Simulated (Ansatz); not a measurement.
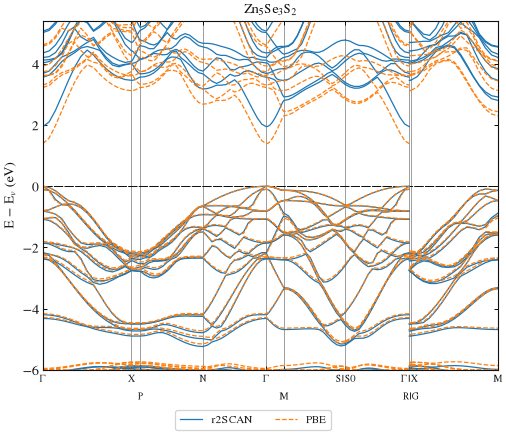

Band structures of Zn5Se3S2, space group I-4m2, 10 atoms in the cell, by two methods on the same cell. Each is counted from its own valence-band top.

Question: What changes from one method to the other?

Answer: r2SCAN gives a gap of 1.95 eV along the path and PBE gives a gap of 1.39 eV along the path. Over the top 3 filled bands the two differ by 0.02 eV on average.

Settings. r2SCAN: DFT r2SCAN, scalar-relativistic, plane waves, PAW, no spin polarisation, 10×10×10 k mesh, 500 eV cutoff, Gaussian smearing of 0.02 eV (Ansatz 0.2.0). PBE: DFT PBE, scalar-relativistic, plane waves, PAW, no spin polarisation, 10×10×10 k mesh, 420 eV cutoff, Gaussian smearing of 0.02 eV (Ansatz 0.2.0).

The structure is an invented one, so it need not be a known or stable phase.
